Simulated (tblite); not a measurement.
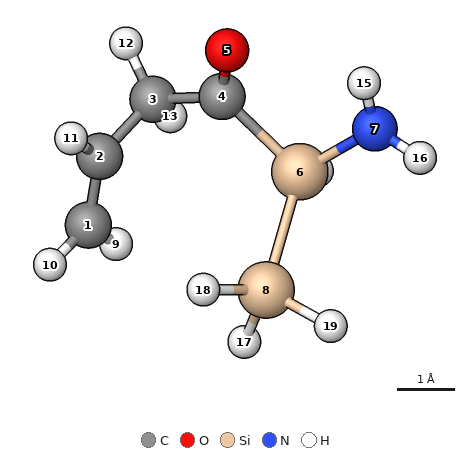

*The input geometry (ball-and-stick view, seen at a tilt; atoms are numbered from 1 in the order of the input).*

## Frequency calculation of C4H11NOSi2

C4H11NOSi2, computed with GFN2-xTB harmonic vibrations, gas phase (tblite 0.8.0).

It belongs to a series of runs on one base structure; here: H on C replaced by vinyl.

### Input file
```
{"job": {"kind": "ir", "xc": "GFN2-xTB", "basis": "xTB"}, "charge": 0, "multiplicity": 1}
C     -2.512882     0.050051     0.267632
C     -1.912969     0.405027    -0.854768
C     -0.999391    -0.481579    -1.639086
C      0.415379     0.015305    -1.391290
O      0.947420     0.804814    -2.138835
Si     1.318480    -0.570623     0.198248
N      2.951664    -0.240404    -0.223044
Si     0.553355     0.472021     2.115960
H     -2.406628    -0.939735     0.679768
H     -3.152347     0.726330     0.807804
H     -2.033587     1.404045    -1.252195
H     -1.228753    -0.406706    -2.704345
H     -1.085028    -1.515117    -1.304161
H      1.163035    -2.039073     0.213585
H      3.127545     0.334939    -1.031788
H      3.678102    -0.133631     0.463424
H     -0.330230    -0.401829     2.893070
H     -0.177635     1.721389     1.886748
H      1.674666     0.804025     3.005810
```

The first line tells a small driver script what to run in tblite; the rest is the geometry in Å.

Hardware: 1 CPU thread, shared host.

Launched with:
```bash
OMP_NUM_THREADS=1 python <driver script> task.json out
```

### Output
```
mode    cm-1     km/mol
  1       6.6      0.33
  2      44.8      1.09
  3      67.5      1.41
  4      83.9      0.24
  5      99.3      0.14
  6     148.0      5.96
  7     152.7      4.35
  8     185.5      0.91
  9     228.4      8.52
 10     279.6     11.28
 11     369.6    251.34
 12     372.2     49.62
 13     413.8     20.50
 14     444.2     18.48
 15     455.1     28.54
 16     481.0      6.11
 17     511.9      3.23
 18     587.4     14.93
 19     650.4    178.37
 20     669.3     83.50
 21     692.0     95.70
 22     786.6    377.02
 23     802.6     75.90
 24     809.3    164.83
 25     817.5    150.76
 26     884.5     29.41
 27     913.9    118.91
 28     915.3      0.74
 29     975.5     13.16
 30    1014.4     24.20
 31    1026.1      0.98
 32    1119.2     84.15
 33    1182.0      6.49
 34    1224.2     21.81
 35    1286.5      8.03
 36    1408.0      4.29
 37    1455.0      2.85
 38    1504.1     70.07
 39    1694.5    126.41
 40    1725.5    189.93
 41    2121.7    255.69
 42    2203.4    344.50
 43    2233.9    354.42
 44    2237.6    216.02
 45    2973.6     17.20
 46    2996.8     24.39
 47    3065.0     22.54
 48    3102.3     19.28
 49    3131.7     36.98
 50    3465.2     17.46
 51    3519.6      1.05
```

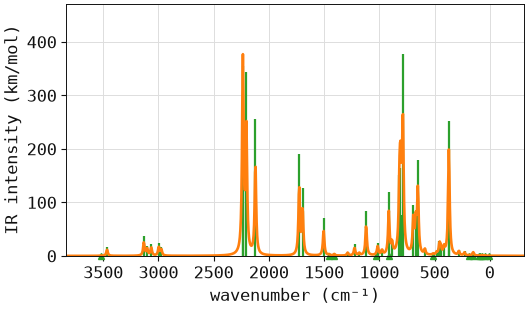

*Harmonic infrared spectrum, unscaled: sticks (degenerate modes added up, dark ones marked on the axis) with a Lorentzian envelope of 16 cm⁻¹ full width, scaled to the tallest stick.*

51 modes from 7 to 3520 cm⁻¹, none imaginary. The strongest line is at 787 cm⁻¹ (377 km/mol).

### Key numbers

| quantity | value |
| --- | --- |
| outcome | converged |
| total energy | −668.4667 eV |
| zero-point energy | 85.1150 kcal/mol |
| wall time | 0.71 s |
| peak memory | 0.18 GiB |
